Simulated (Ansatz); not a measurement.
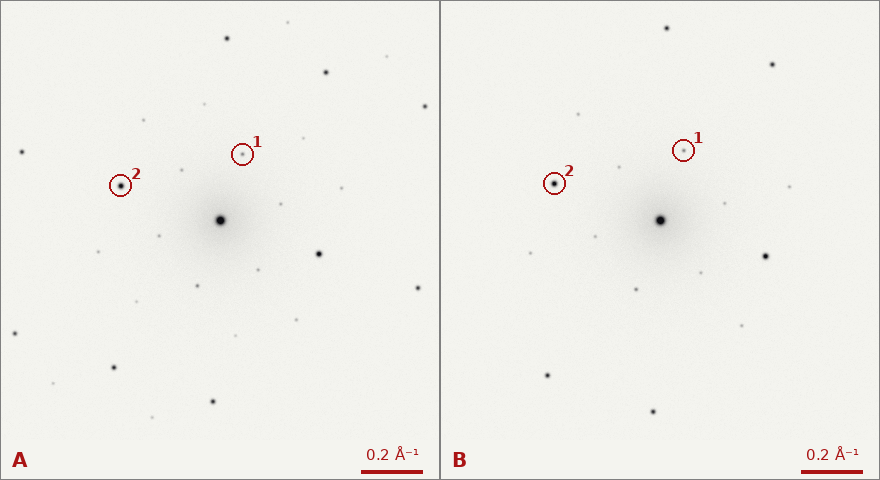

Kinematic electron diffraction patterns (120 kV, B = 0.5 Å², same scale) along [001] of the run's own cell, for the start and the end of one relaxation of Sr3Ga2 with Ansatz 0.2.0, DFT, PAW plane waves, pbe. k mesh 6×6×6. The start is a generated model structure, and the relaxation ends in the nearest stationary point of its symmetry, not necessarily the ground state. Spot 1 is 0 -1 0 and spot 2 is 2 1 0 in both.

Start structure:

```
CELL_PARAMETERS angstrom
2.68904 4.65755 0.00000
-2.68904 4.65755 0.00000
-2.68904 1.55251 5.70443
ATOMIC_POSITIONS crystal
Sr 0.40500 0.19000 0.21500
Sr 0.59500 0.81000 0.78500
Sr 0.00000 0.00000 0.00000
Ga 0.80130 0.39740 0.40390
Ga 0.19870 0.60260 0.59610
```

Which pattern belongs to the start structure, and which to the relaxed one?

Answer. B is the start: its cell gives d(1) = 4.091 Å, d(2) = 2.689 Å and an angle of 90.0°. A is the relaxed structure, with d(1) = 4.316 Å (+5.5 %), d(2) = 2.869 Å (+6.7 %) and 90.0°.

What did the relaxation do to the structure and the energy?

Answer. The volume changed by +15.8 % to 33.10 Å³ an atom; with the mean shift removed, the atoms moved by up to 0.09 Å relative to the cell (Ga most); the space group stayed R-3m (No. 166); the free energy fell by 53 meV an atom. Relaxed cell: a = 5.738 Å, b = 5.738 Å, c = 6.684 Å, α = 64.58°, β = 90.00°, γ = 60.00°.
